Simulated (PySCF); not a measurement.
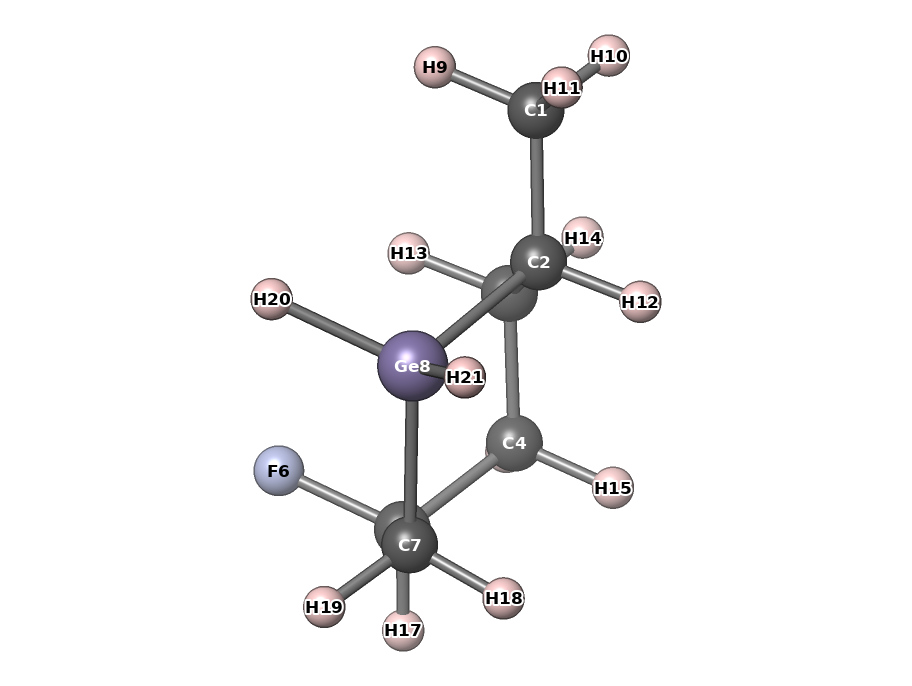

C5 lies behind C7. The molecule seen nearly along the C7–C5 bond, C7 in front. Atoms fade into the background with distance from the viewer. Computed geometry: PBE0-D3(BJ)/def2-SVP optimisation. No frequency run is at hand to confirm it as a minimum.

Question: What is the torsion angle Ge8–C7–C5–F6? The sign is positive where the front bond must turn clockwise to cover the back bond.

Answer: −66°, synclinal (gauche). The bonds about C7–C5 are staggered.
